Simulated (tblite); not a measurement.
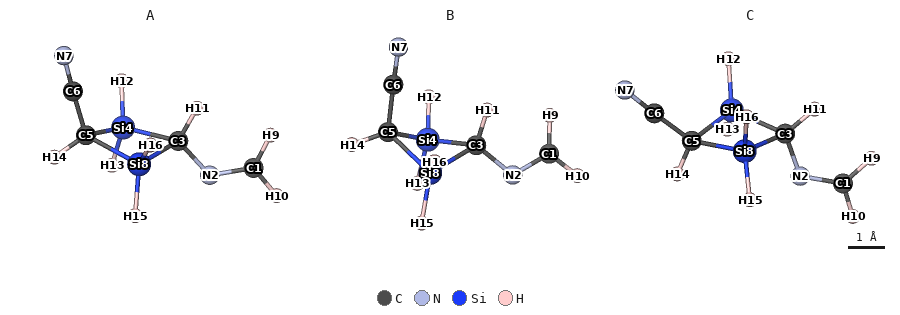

3 geometries from one relaxation of C$_{4}$H$_{8}$N$_{2}$Si$_{2}$, in shuffled order. Style: ball-and-stick. Shown at a tilt.

Level of theory: GFN2-xTB geometry optimisation, gas phase in tblite. 

> Order the frames from highest to lowest energy.

B, A, C. They are steps 0, 74, 155, at +59.5 kJ/mol, +2.37 kJ/mol relative to the last. N7 moves most after the best rigid fit: 2.41 Å. Largest moves by element: N 2.41 Å, H 1.65 Å, C 1.37 Å, Si 0.85 Å. Some distances before and after: C3–Si8 1.869 → 1.937 Å, C5–Si8 1.876 → 1.936 Å, C3–Si4 1.891 → 1.937 Å, C5–C6 1.453 → 1.412 Å. Bond angles that change, for instance: N2–C3–Si8 117.3° → 107.1°, C6–C5–H14 116.4° → 108.6°, Si4–C3–H11 110.8° → 118.0°. Groups turn about C3–Si4 by about 50°, Si4–C5 by about 50°, C5–Si8 by about 50°. After 155 geometry steps the energy has fallen by 59.5 kJ/mol.
